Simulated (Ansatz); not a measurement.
Formation energies in the O–Ta system, lowest calculated structure of each composition. The numbers are results of PBEsol (plane waves to 420 eV, PAW, scalar-relativistic; Ansatz, a quantum-chemistry and plane-wave program), not measurements. Element references, the lowest calculated here: O (C2/m, ferromagnetic, forced by one molecule a cell; α-O2 is antiferromagnetic), Ta (Im-3m); gases are represented by their molecular solids.

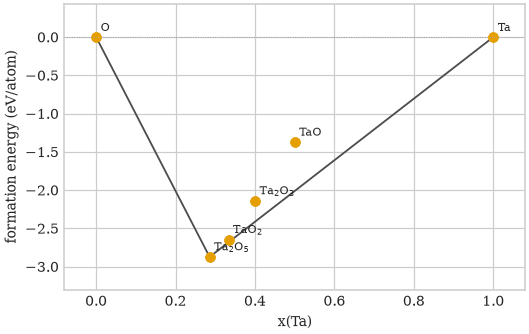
Fig. 1. Formation energy against composition with the lower convex hull

Question: Which compounds are stable against decomposition?

Answer: For Ta2O3, TaO a lower structure may exist, so the energies are upper bounds and are not judged. On the hull: Ta2O5.

```json
[
 {"phase": "O", "x(Ta)": "0.000", "space group": "C2/m", "E_f (eV/atom)": "0.00", "above hull (eV/atom)": "0.00"},
 {"phase": "Ta2O5", "x(Ta)": "0.286", "space group": "Pmmn", "E_f (eV/atom)": "-2.87", "above hull (eV/atom)": "0.00"},
 {"phase": "TaO2", "x(Ta)": "0.333", "space group": "P4₂/mnm", "E_f (eV/atom)": "-2.65", "above hull (eV/atom)": "0.03"},
 {"phase": "Ta2O3", "x(Ta)": "0.400", "space group": "R-3c", "E_f (eV/atom)": "-2.14", "above hull (eV/atom)": "0.27"},
 {"phase": "TaO", "x(Ta)": "0.500", "space group": "P6/mmm", "E_f (eV/atom)": "-1.37", "above hull (eV/atom)": "0.64"},
 {"phase": "Ta", "x(Ta)": "1.000", "space group": "Im-3m", "E_f (eV/atom)": "0.00", "above hull (eV/atom)": "0.00"}
]
```

Hull of the energies calculated here, no anion corrections, zero temperature, no zero-point energy; an uncalculated phase could lie lower. Values are rounded to 0.01 eV/atom. Not shown to be the ambient phase of their composition (a lower form may be missing, and a cell relaxed within its start's symmetry can be a saddle point): Ta2O5 (Pmmn), Ta2O3 (R-3c), TaO (P6/mmm). Spin-orbit coupling is missing from these energies, which matters for elements this heavy. The compounds carry no spin polarisation. No Hubbard U is applied.
